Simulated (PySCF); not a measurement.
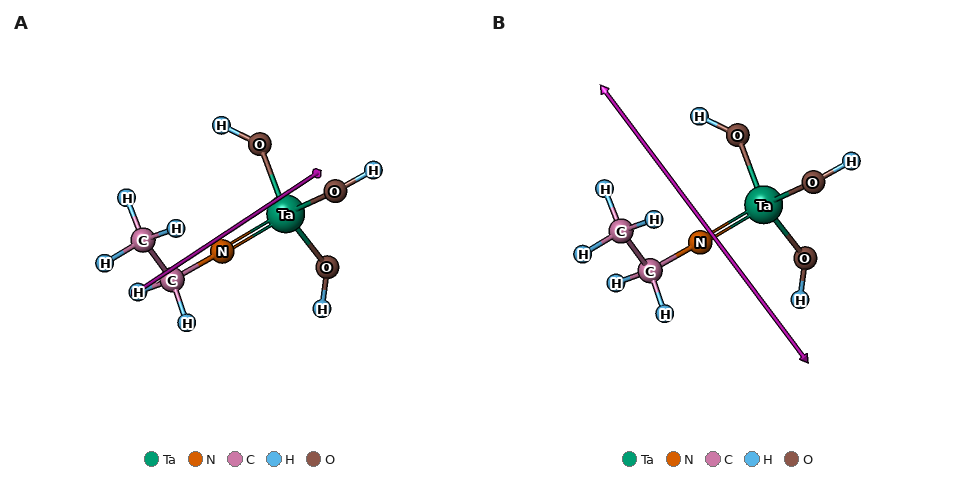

The double arrows show the directions of two transition dipoles from the ground state (lengths mean nothing). Charge 0, singlet. Computed geometry: PBE0-D3(BJ)/def2-SVP optimisation. No frequency run is at hand to confirm it as a minimum. Level of theory: TDDFT PBE0/def2-SVPD, vertical, gas phase, core orbitals frozen in the response, core potentials on Ta (PySCF 2.14.0).

Question: One belongs to singlet state 5 and one to singlet state 7. Which is which?

Answer: A: state 7, 6.16 eV (201 nm), oscillator strength 0.021, mainly HOMO → LUMO+3 (weight 0.78).
B: state 5, 5.75 eV (216 nm), oscillator strength 0.015, mainly HOMO−1 → LUMO (weight 0.53).
